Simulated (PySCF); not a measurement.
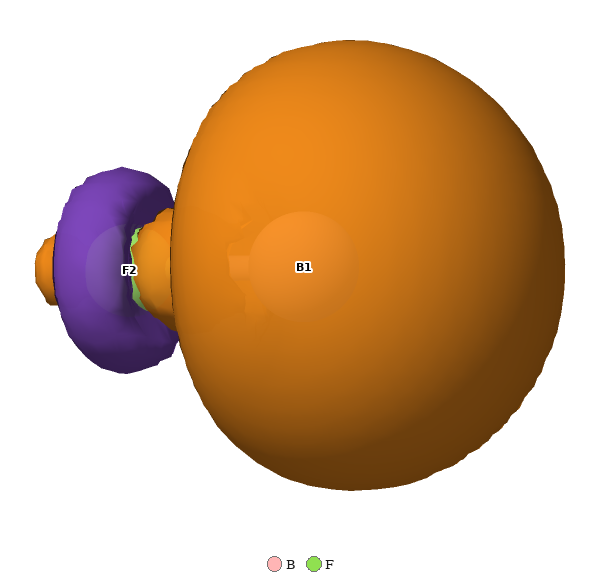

The picture shows: BF (charge +1, doublet). Isosurfaces of the spin density at +0.015 (orange) and −0.015 e/Å³ (purple), seen from one side.

The calculation used PBE0/cc-pVTZ(-PP), non-relativistic Hamiltonian with scalar-relativistic core potentials where named, at a bond length of 1.214 Å (PySCF 2.14.0).

```tsv
atom	x (Å)	y (Å)	z (Å)
B	0.0000	0.0000	-0.7686
F	0.0000	0.0000	0.4454
```

**Which atoms carry the spin?**

The unpaired spin (1 electron) lies mostly on B1 (about 1.0), in electrons by Hirshfeld's partition.
